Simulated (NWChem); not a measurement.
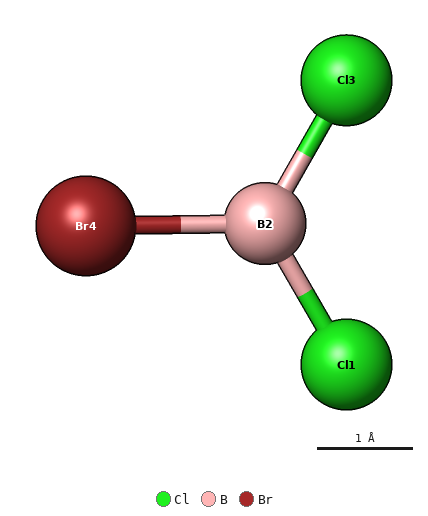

The structure (ball-and-stick view, seen on its broad side; atoms are numbered from 1 in the order of the input).

# Single-point calculation, with input and output: BBrCl₂ (charge +1) (part 1 of 4)

BBrCl₂, charge +1, multiplicity 2, computed with MP3/cc-pVDZ, UHF (NWChem 7.3.0).

The geometry is that of the parent species in another charge or spin state. The geometry comes from this level: PBE0-D4/def2-TZVP.

Input file:
```
start work
title "BBrCl2 mp3"
memory 2200 mb
charge 1
geometry units angstroms noautosym nocenter noautoz
  Cl     0.582100     0.666000     1.510800
  B      0.037200    -0.038100     0.022100
  Cl     0.444300    -1.679200    -0.365600
  Br    -1.008100     0.991100    -1.187600
end
basis spherical bse
  * library cc-pVDZ
end
scf
  doublet
  uhf
  thresh 1e-08
  maxiter 80
end
tce
  scf
  mbpt3
  freeze core 20
  maxiter 60
end
task tce energy
```

Machine: 1 thread of AMD EPYC (Zen 5), 16 GiB of memory available, shared host.

Launched with:
```bash
nwchem work.nw > work.out
```

The program's output:
```
Northwest Computational Chemistry Package (NWChem) 7.3.0
             --------------------------------------------------------

           Job information
           ---------------

    nwchem branch   = 7.3.0
    use scalapack   = T
    input           = work.nw
    prefix          = work.
    data base       = ./work.db
    status          = startup
    nproc           =        1

           Memory information
           ------------------

    heap     =     72089596 doubles =      550.0 Mbytes
    stack    =     72089601 doubles =      550.0 Mbytes
    global   =    144179200 doubles =     1100.0 Mbytes (distinct from heap & stack)
    total    =    288358397 doubles =     2200.0 Mbytes
    verify   = yes
    hardfail = no

           Directory information
           ---------------------

  0 permanent = .
  0 scratch   = .

                                NWChem Input Module
                                -------------------

                                    BBrCl2 mp3
                                    ----------

 Scaling coordinates for geometry "geometry" by  1.889725989
 (inverse scale =  0.529177249)

                             Geometry "geometry" -> ""
                             -------------------------

 Output coordinates in angstroms (scale by  1.889725989 to convert to a.u.)

  No.       Tag          Charge          X              Y              Z
 ---- ---------------- ---------- -------------- -------------- --------------
    1 Cl                  17.0000     0.58210000     0.66600000     1.51080000
    2 B                    5.0000     0.03720000    -0.03810000     0.02210000
    3 Cl                  17.0000     0.44430000    -1.67920000    -0.36560000
    4 Br                  35.0000    -1.00810000     0.99110000    -1.18760000

      Atomic Mass
      -----------

      Cl                34.968850
      B                 11.009310
      Br                79.916500

 Effective nuclear repulsion energy (a.u.)     351.4092545731

            Nuclear Dipole moment (a.u.)
            ----------------------------
        X                 Y               Z
 ---------------- ---------------- ----------------
   -33.3512070547    32.6423708363   -41.5495942835

            XYZ format geometry
            -------------------
     4
 geometry
 Cl                    0.58210000     0.66600000     1.51080000
 B                     0.03720000    -0.03810000     0.02210000
 Cl                    0.44430000    -1.67920000    -0.36560000
 Br                   -1.00810000     0.99110000    -1.18760000

 ==============================================================================
                                internuclear distances
 ------------------------------------------------------------------------------
       center one      |      center two      | atomic units |  angstroms
 ------------------------------------------------------------------------------
    2 B                |   1 Cl               |     3.27795  |     1.73462
    3 Cl               |   2 B                |     3.27814  |     1.73472
    4 Br               |   2 B                |     3.59310  |     1.90139
 ------------------------------------------------------------------------------
                         number of included internuclear distances:          3
 ==============================================================================

 ==============================================================================
                                 internuclear angles
 ------------------------------------------------------------------------------
        center 1       |       center 2       |       center 3       |  degrees
 ------------------------------------------------------------------------------
    1 Cl               |   2 B                |   3 Cl               |   120.14
    1 Cl               |   2 B                |   4 Br               |   119.93
    3 Cl               |   2 B                |   4 Br               |   119.93
 ------------------------------------------------------------------------------
                            number of included internuclear angles:          3
 ==============================================================================

 Summary of "ao basis" -> "" (spherical)
 ------------------------------------------------------------------------------
       Tag                 Description            Shells   Functions and Types
 ---------------- ------------------------------  ------  ---------------------
 *                          cc-pVDZ                   on all atoms

                      Basis "ao basis" -> "ao basis" (spherical)
                      -----
  [basis functions not shown]

 Summary of "ao basis" -> "ao basis" (spherical)
 ------------------------------------------------------------------------------
       Tag                 Description            Shells   Functions and Types
 ---------------- ------------------------------  ------  ---------------------
 Cl                         cc-pVDZ                  8       18   4s3p1d
 B                          cc-pVDZ                  6       14   3s2p1d
 Br                         cc-pVDZ                 11       27   5s4p2d

                                 NWChem SCF Module
                                 -----------------

                                    BBrCl2 mp3

  ao basis        = "ao basis"
  functions       =    77
  atoms           =     4
  alpha electrons =    37
  beta  electrons =    36
  charge          =   1.00
  wavefunction    = UHF
  input vectors   = atomic
  output vectors  = ./work.movecs
  use symmetry    = F
  symmetry adapt  = F

 Summary of "ao basis" -> "ao basis" (spherical)
 ------------------------------------------------------------------------------
       Tag                 Description            Shells   Functions and Types
 ---------------- ------------------------------  ------  ---------------------
 Cl                         cc-pVDZ                  8       18   4s3p1d
 B                          cc-pVDZ                  6       14   3s2p1d
 Br                         cc-pVDZ                 11       27   5s4p2d

 Forming initial guess at       0.1s

      Superposition of Atomic Density Guess
      -------------------------------------

 Sum of atomic energies:       -3515.85511959

 Renormalizing density from      74.00 to     73

      Non-variational initial energy
      ------------------------------

 Total energy =   -3487.573889
 1-e energy   =   -5509.629275
 2-e energy   =    1670.646131
 HOMO         =      -0.683128
 LUMO         =      -0.233807

 Starting SCF solution at       3.6s

 ----------------------------------------------
         Quadratically convergent UHF

 Convergence threshold     :          1.000E-08
 Maximum no. of iterations :           80
 Integral*density screening:          1.000E-10
 ----------------------------------------------

              iter       energy          gnorm     gmax       time
             ----- ------------------- --------- --------- --------
                 1    -3515.6196415710  1.19D+00  1.83D-01      8.7
                 2    -3515.7666535574  2.74D-01  4.40D-02     18.9
  ga_iter_lsolve: convergence stagnant ... aborting solve

 Disabled NR: increased maxiter to  90

                 3    -3515.7784345218  7.91D-02  3.01D-02     36.4
                 4    -3515.7829960388  1.16D-01  2.45D-02     46.6
                 5    -3515.7949475377  1.90D-01  4.40D-02     66.7
                 6    -3515.8008778776  1.90D-01  4.32D-02     82.0
                 7    -3515.8124876917  8.37D-02  1.37D-02     92.1
                 8    -3515.8135574812  2.86D-02  6.52D-03     97.1
                 9    -3515.8137397758  1.42D-02  2.47D-03    102.2
                10    -3515.8137700049  4.29D-03  9.66D-04    107.3
                11    -3515.8137761000  2.42D-03  3.64D-04    117.5
                12    -3515.8137771078  6.52D-04  1.64D-04    122.5
                13    -3515.8137772657  3.84D-04  1.14D-04    132.7
                14    -3515.8137772967  1.69D-04  6.38D-05    137.7
                15    -3515.8137773063  9.58D-05  1.33D-05    147.8
                16    -3515.8137773073  1.29D-05  3.77D-06    152.8
                17    -3515.8137773074  5.44D-06  1.17D-06    163.0
                18    -3515.8137773074  3.24D-06  7.08D-07    173.2
                19    -3515.8137773074  1.48D-06  4.89D-07    178.2
                20    -3515.8137773074  1.41D-06  2.95D-07    188.4
                21    -3515.8137773074  8.25D-07  2.12D-07    198.5
                22    -3515.8137773074  3.70D-07  6.35D-08    208.6
                23    -3515.8137773074  1.58D-07  3.27D-08    213.7
                24    -3515.8137773074  8.06D-08  1.56D-08    223.9
                25    -3515.8137773074  3.52D-08  7.38D-09    234.0
                26    -3515.8137773074  1.72D-08  4.95D-09    244.1
                27    -3515.8137773074  1.55D-08  3.11D-09    254.2
                28    -3515.8137773074  6.12D-09  1.07D-09    264.2

       Final UHF  results
       ------------------

         Total SCF energy =  -3515.813777307429
      One electron energy =  -5566.254661142464
      Two electron energy =   1699.031629261954
 Nuclear repulsion energy =    351.409254573081

                       Sz =      0.5000
                 Sz(Sz+1) =      0.7500
                      S^2 =      0.7579

        Time for solution =    260.6s

          Final alpha eigenvalues
          -----------------------

              1
    1 -490.4478
    2 -105.0578
    3 -105.0578
    4  -65.5824
    5  -58.9443
    6  -58.9373
    7  -58.9366
    8  -10.7852
    9  -10.7851
   10  -10.2339
   11   -8.2525
   12   -8.2525
   13   -8.2495
   14   -8.2495
   15   -8.2493
   16   -8.2493
   17   -7.9981
   18   -7.8561
   19   -7.8372
   20   -7.8315
   21   -3.5846
   22   -3.5820
   23   -3.5756
   24   -3.5647
   25   -3.5646
   26   -1.4192
   27   -1.3489
   28   -1.3178
   29   -0.9322
   30   -0.8552
   31   -0.8288
   32   -0.7853
   33   -0.7674
   34   -0.7100
   35   -0.6930
   36   -0.6682
   37   -0.6598
   38   -0.1363
   39   -0.0585
   40    0.0436
   41    0.0727
   42    0.1344
   43    0.1774
   44    0.2014
   45    0.2408
   46    0.3354
   47    0.3464

          Final beta eigenvalues
          ----------------------

              1
    1 -490.4431
    2 -105.0572
    3 -105.0572
    4  -65.5795
    5  -58.9356
    6  -58.9349
    7  -58.9315
    8  -10.7846
    9  -10.7845
   10  -10.2244
   11   -8.2514
   12   -8.2514
   13   -8.2489
   14   -8.2489
   15   -8.2479
   16   -8.2479
   17   -7.9994
   18   -7.8340
   19   -7.8281
   20   -7.8256
   21   -3.5735
   22   -3.5726
   23   -3.5661
   24   -3.5632
   25   -3.5622
   26   -1.3723
   27   -1.3128
   28   -1.2945
   29   -0.9179
   30   -0.8219
   31   -0.7926
   32   -0.7683
   33   -0.7020
   34   -0.6789
   35   -0.6670
   36   -0.6588
   37   -0.3411
   38   -0.1373
   39   -0.0431
   40    0.0683
   41    0.0744
   42    0.1427
   43    0.1788
   44    0.2018
   45    0.2402
   46    0.3515
   47    0.3559

                    UHF Final Alpha Molecular Orbital Analysis
                    ------------------------------------------

 Vector   26  Occ=1.000000D+00  E=-1.419154D+00
              MO Center= -6.7D-01,  6.6D-01, -8.0D-01, r^2= 1.9D+00
   Bfn.  Coefficient  Atom+Function         Bfn.  Coefficient  Atom+Function
  ----- ------------  ---------------      ----- ------------  ---------------
    54      0.523887  4 Br s                 55      0.410312  4 Br s
    20      0.154979  2 B  s

 Vector   27  Occ=1.000000D+00  E=-1.348933D+00
              MO Center=  2.0D-01, -1.9D-01,  2.1D-01, r^2= 3.2D+00
   Bfn.  Coefficient  Atom+Function         Bfn.  Coefficient  Atom+Function
  ----- ------------  ---------------      ----- ------------  ---------------
     3      0.315710  1 Cl s                 35      0.315388  3 Cl s
     4      0.303749  1 Cl s                 36      0.303449  3 Cl s
    54     -0.266840  4 Br s                 55     -0.212102  4 Br s

 Vector   28  Occ=1.000000D+00  E=-1.317832D+00
              MO Center=  4.4D-01, -4.3D-01,  4.9D-01, r^2= 2.7D+00
   Bfn.  Coefficient  Atom+Function         Bfn.  Coefficient  Atom+Function
  ----- ------------  ---------------      ----- ------------  ---------------
     3      0.364735  1 Cl s                 35     -0.365034  3 Cl s
     4      0.352938  1 Cl s                 36     -0.353238  3 Cl s

 Vector   29  Occ=1.000000D+00  E=-9.321828D-01
              MO Center= -3.3D-01,  3.3D-01, -4.1D-01, r^2= 3.7D+00
   Bfn.  Coefficient  Atom+Function         Bfn.  Coefficient  Atom+Function
  ----- ------------  ---------------      ----- ------------  ---------------
    20      0.322095  2 B  s                 64      0.234111  4 Br pz
    62      0.202301  4 Br px                63     -0.199185  4 Br py
    55     -0.178703  4 Br s                 41      0.177754  3 Cl py
     4     -0.171353  1 Cl s                 36     -0.171330  3 Cl s
    10     -0.166557  1 Cl pz                54     -0.155878  4 Br s

 Vector   30  Occ=1.000000D+00  E=-8.551603D-01
              MO Center= -5.7D-01,  5.6D-01, -6.8D-01, r^2= 3.1D+00
   Bfn.  Coefficient  Atom+Function         Bfn.  Coefficient  Atom+Function
  ----- ------------  ---------------      ----- ------------  ---------------
    63      0.406515  4 Br py                64      0.325171  4 Br pz
    66      0.296649  4 Br py                67      0.237293  4 Br pz
    23      0.160358  2 B  py                41     -0.160181  3 Cl py
    10     -0.158031  1 Cl pz

 Vector   31  Occ=1.000000D+00  E=-8.288341D-01
              MO Center=  5.1D-02, -5.2D-02,  3.8D-02, r^2= 3.9D+00
   Bfn.  Coefficient  Atom+Function         Bfn.  Coefficient  Atom+Function
  ----- ------------  ---------------      ----- ------------  ---------------
     9      0.234739  1 Cl py                41     -0.234855  3 Cl py
    24     -0.199974  2 B  pz                64      0.191981  4 Br pz
    10      0.187988  1 Cl pz                42     -0.187732  3 Cl pz
    22     -0.172841  2 B  px                23      0.170132  2 B  py
    62      0.165807  4 Br px                63     -0.163183  4 Br py

 Vector   32  Occ=1.000000D+00  E=-7.852793D-01
              MO Center= -6.9D-01,  6.8D-01, -8.2D-01, r^2= 2.5D+00
   Bfn.  Coefficient  Atom+Function         Bfn.  Coefficient  Atom+Function
  ----- ------------  ---------------      ----- ------------  ---------------
    62      0.440379  4 Br px                65      0.341086  4 Br px
    64     -0.239501  4 Br pz                67     -0.185500  4 Br pz
    63      0.165750  4 Br py
```
